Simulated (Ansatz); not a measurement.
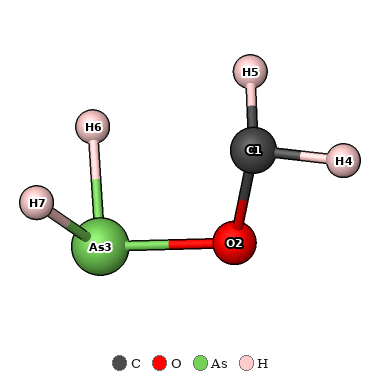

The system is CH4AsO, SMILES [CH2-]O[AsH2], charge −1; the picture shows the reference structure. 
- The first coordinate is: dihedral H4–C1–O2–As3; the second: dihedral C1–O2–As3–H6.
- Nothing is relaxed (all other coordinates rigid).
- The scan uses a 9 × 9 grid.
- Points are written as (first, second).
- Energies are in cm⁻¹, from the relaxed molecule at the same level.
- Energies and slopes of some neighbouring points disagree (a jump in structure or state, or too coarse a mesh).
- Level of theory: Ansatz, RKS PBE0-D4/def2-TZVPD.

Its coordinates:

```xyz
7

C    -0.7794    0.1528   -0.8392
O    -0.7942   -0.3372    0.5672
As    0.7720   -0.7321    1.2074
H    -1.8459    0.3932   -1.0201
H    -0.2714    1.1439   -0.8015
H     1.5142    0.6208    1.0050
H     1.4046   -1.2413   -0.1188
```

Range: dihedral H4–C1–O2–As3 from −180 to 140°; dihedral C1–O2–As3–H6 from −180 to 140°.

### What landscape does the calculation give?

The lowest grid point is at (−180°, 60°), 11 cm⁻¹ from the relaxed molecule at the same level. Other grid points that lie below all their neighbours: (140°, −100°) (303 cm⁻¹ higher); (−60°, −180°) (305 cm⁻¹ higher); (−60°, −60°) (445 cm⁻¹ higher). The highest grid point, (20°, −20°), lies 3155 cm⁻¹ above the lowest.

| dihedral C1–O2–As3–H6 ↓, dihedral H4–C1–O2–As3 → | −180 | −140 | −100 | −60 | −20 | 20 | 60 | 100 | 140 |
| --- | --- | --- | --- | --- | --- | --- | --- | --- | --- |
| 140 | 1545 | 2434 | 1799 | 672 | 1260 | 1842 | 1723 | 998 | 871 |
| 100 | 1556 | 2701 | 2684 | 1717 | 2685 | 2956 | 1892 | 1113 | 928 |
| 60 | 11 | 577 | 1255 | 732 | 1258 | 1411 | 914 | 681 | 295 |
| 20 | 1096 | 1596 | 1706 | 1041 | 1684 | 1578 | 564 | 483 | 736 |
| −20 | 1546 | 2340 | 2621 | 1762 | 2471 | 3166 | 2219 | 1322 | 1063 |
| −60 | 1174 | 1616 | 1127 | 456 | 1215 | 2421 | 1595 | 608 | 444 |
| −100 | 1249 | 2101 | 1441 | 485 | 972 | 2264 | 1887 | 571 | 314 |
| −140 | 1747 | 2484 | 1735 | 942 | 1541 | 2583 | 2245 | 1043 | 748 |
| −180 | 1435 | 2311 | 1246 | 316 | 1069 | 2210 | 1905 | 761 | 469 |

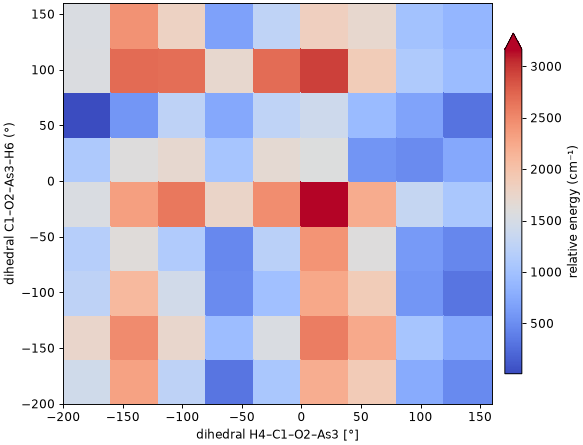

In the figure: one coloured cell a grid point, one colour for all values above the top of the scale.

Each point was launched as `ansatz run input.yaml --threads 1 --pin off --max-ram 2560MiB --backend cpu --events-out ev --progress --plain --runs-dir out`. Time for the 81 points that were run: 8.7 min on 1 thread of Arm Neoverse V2, with other jobs on the host.
